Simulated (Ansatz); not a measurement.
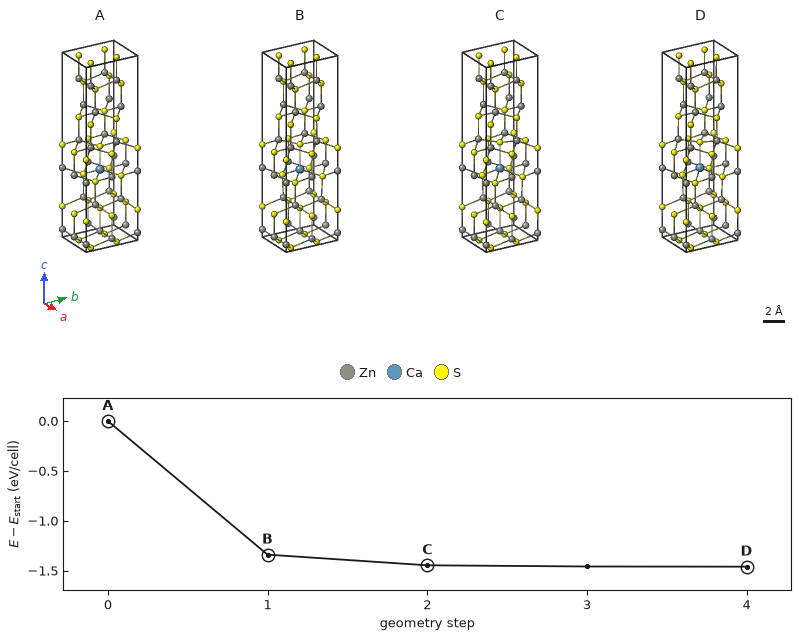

Frames of a relaxation of a defect cell of composition CaZn23S24, marked on the history of the run. A ball-and-stick model of the cell of the calculation (origin shifted), seen slightly off an axis.

All numbers below come from DFT, PBE, plane-wave PAW, default files, scalar-relativistic (Ansatz). (plane-wave cutoff 420 eV; k-point mesh 3 × 3 × 1; occupations fermi dirac; smearing width 0.01 eV; no spin polarisation; atoms relaxed in a fixed cell; force threshold 0.03 eV/Å; at most 40 steps)

Q: What happens along the run?

A: An S atom moves most: 0.42 Å along +c. By element the largest moves are S 0.42 Å, Ca 0.17 Å, Zn 0.12 Å. The cell doesn't change. Among the contacts that change: Ca–S 2.332 → 2.589 Å, S–Zn 2.338 → 2.299 Å, S–Zn 2.332 → 2.352 Å, S–Zn 2.332 → 2.317 Å. Bond angles that change, for instance: S–Zn–S 109.4° → 100.5°, Zn–S–Ca 109.4° → 101.2°, S–Zn–S 109.4° → 101.6°. Over 4 geometry steps the energy falls by 1.459 eV per cell of the calculation. Largest force component: 3.3 eV/Å at the start, 0.017 eV/Å at the end. Cost: 8.5 min on 1 thread of Arm Neoverse V2 (shared host), peak memory 2 GiB. From step 0 to 1: an S atom moves most (0.20 Å), energy −1.339 eV per cell of the calculation. From step 1 to 2: an S atom moves most (0.20 Å), energy −0.107 eV per cell of the calculation. From step 2 to 4: the Ca atom moves most (0.06 Å), energy −13.8 meV per cell of the calculation.

Limits of the set-up: the periodic images lie only 7.6 Å apart, so the values are limited by the cell's size.
